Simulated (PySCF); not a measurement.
**C₇H₇, charge −1, SMILES `[CH2-]c1ccccc1`: what the electrons do**

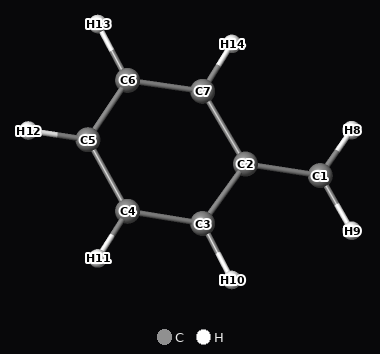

The molecule, with its atoms numbered as below. No frequency check shows the geometry to be a minimum.

Coordinates in Å:

```
C1      -2.3855    0.0001    0.0000
C2      -1.0228   -0.0001    0.0000
C3      -0.2427    1.2072    0.0000
C4       1.1238    1.1952    0.0000
C5       1.8457    0.0000    0.0000
C6       1.1237   -1.1953    0.0000
C7      -0.2428   -1.2072    0.0000
H8      -2.9570   -0.9181    0.0000
H9      -2.9570    0.9183    0.0000
H10     -0.7744    2.1561    0.0000
H11      1.6677    2.1406    0.0000
H12      2.9312   -0.0001    0.0000
H13      1.6676   -2.1408    0.0000
H14     -0.7746   -2.1561    0.0000
```

### 1. Bonding charge

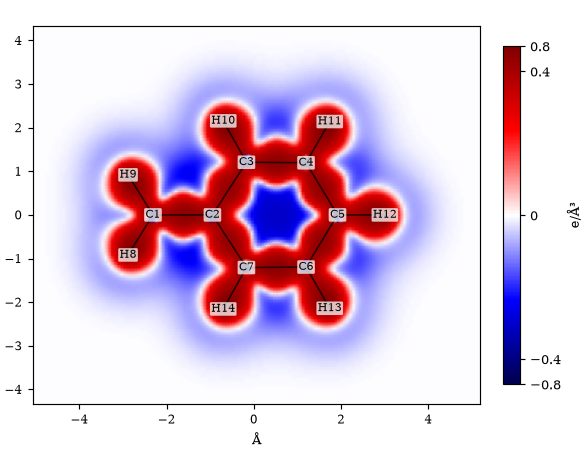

Deformation density (molecule less spherical, spin-averaged free atoms) in the molecular plane; colour scale in e/Å³, logarithmic beyond ±0.1; red: gain, blue: loss.

Computed with PySCF, LDA (SVWN)/6-31+G*, geometry: GFN2-xTB. The highest occupied Kohn–Sham orbital has positive energy, a self-interaction fault of such functionals for anions. This is a single-reference result, which may miss multireference character in this system.

Question: How much density has each bond in this plane gained at its critical point, relative to the free atoms?

Answer: C3–C4 and C6–C7: +0.62 e/Å³ at the bond critical point (bond length 1.37 Å). C4–H11 and C6–H13: +0.61 e/Å³ at the bond critical point (bond length 1.09 Å). C3–H10 and C7–H14: +0.60 e/Å³ at the bond critical point (bond length 1.09 Å). C1–C2: +0.60 e/Å³ at the bond critical point (bond length 1.36 Å). C5–H12: +0.59 e/Å³ at the bond critical point (bond length 1.08 Å). C1–H8 and C1–H9: +0.57 e/Å³ at the bond critical point (bond length 1.08 Å). C4–C5 and C5–C6: +0.57 e/Å³ at the bond critical point (bond length 1.40 Å). C2–C7 and C2–C3: +0.53 e/Å³ at the bond critical point (bond length 1.44 Å). In all, 3.2 electrons gather in the regions of gain relative to the promolecule of neutral atoms (this includes the anion's extra charge).

Question: Where do the Hirshfeld charges lie?

Answer: The highest Hirshfeld charge is on H11 and H13 (+0.02 e), the lowest on C1 (−0.31 e).

| atom | charge (e) |
| --- | --- |
| C1 | −0.31 |
| C2 | −0.07 |
| C3 | −0.12 |
| C4 | −0.12 |
| C5 | −0.17 |
| C6 | −0.12 |
| C7 | −0.12 |
| H8 | −0.02 |
| H9 | −0.02 |
| H10 | +0.02 |
| H11 | +0.02 |
| H12 | 0.00 |
| H13 | +0.02 |
| H14 | +0.02 |

### 2. Bond critical points

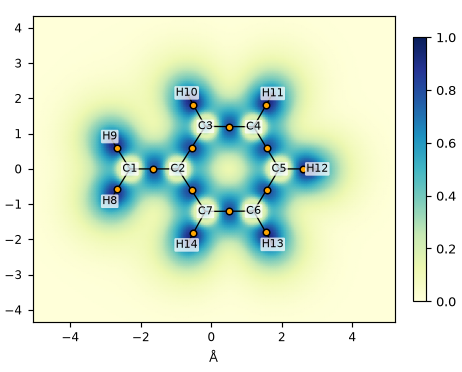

Localised orbital locator (LOL) in the molecular plane, with bond paths and bond critical points (dots).

Question: What values does LOL take at the bond critical points in this plane?

Answer: C4–H11 and C6–H13: about 0.89; C3–H10 and C7–H14: about 0.89; C5–H12: about 0.88; C1–H8 and C1–H9: about 0.87; C2–C7 and C2–C3: about 0.81; C4–C5 and C5–C6: about 0.80; C3–C4 and C6–C7: about 0.79; C1–C2: about 0.78. Values above 0.5 mark slow, localised electrons, as in shared pairs; low values at a critical point mark a polar or closed-shell contact whose critical point lies between the shells.

Question: Where along C3–H10 does the critical point lie?

Answer: 0.70 Å from C3 and 0.39 Å from H10.

### 3. Electrostatic potential

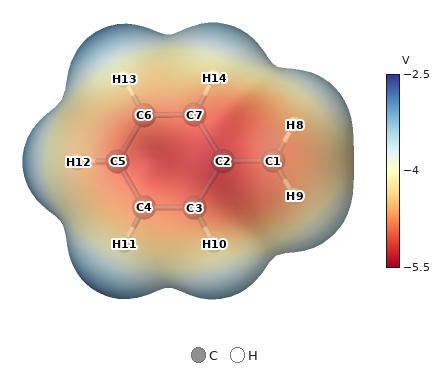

Electrostatic potential on the surface of electron density 0.001 a.u.

Question: Where are the extremes of the potential on the surface?

Answer: Highest: −2.87 V, 1.4 Å from H13, and at like points elsewhere. Further maxima include −3.21 V, 1.4 Å from H10, and at like points elsewhere. Lowest: −5.33 V, off the molecular plane, over C2 (2.1 Å), and at like points elsewhere. The surface is sampled at points, so like sites can differ by a few per cent and only the strongest of them is named.

### 4. The π system

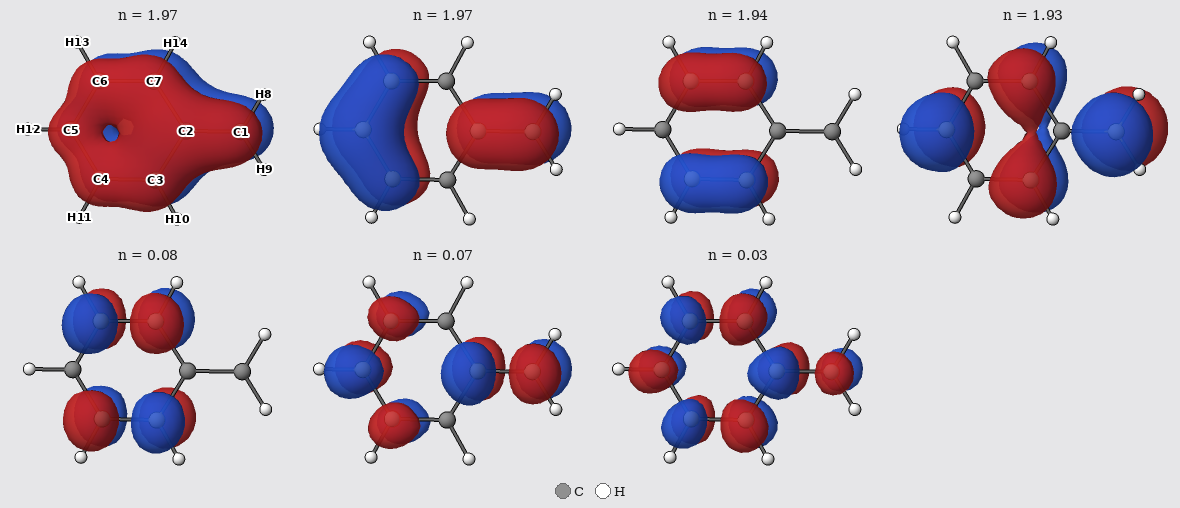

Natural orbitals of the π active space, CASSCF(8,7), singlet state, in order of falling occupation.

Computed with PySCF, 6-31+G* basis, geometry: GFN2-xTB.

Question: How multiconfigurational is the state?

Answer: The leading determinant weighs 0.91; the effective number of unpaired electrons, Σ n²(2−n)², is 0.08; the most occupied of the weakly occupied orbitals holds 0.08 e, as in an ordinary closed-shell π system. The active space lowers the energy by 1.75 eV against Hartree–Fock.

Question: Where does the lowest triplet lie relative to the singlet, at this geometry and within this active space?

Answer: 2.43 eV above it by strongly contracted NEVPT2 (+2.50 eV by CASSCF); a small basis tends to put such gaps a few tenths of an eV too high. This is a vertical energy for π states alone; a state that uses lone pairs or σ orbitals may lie lower.
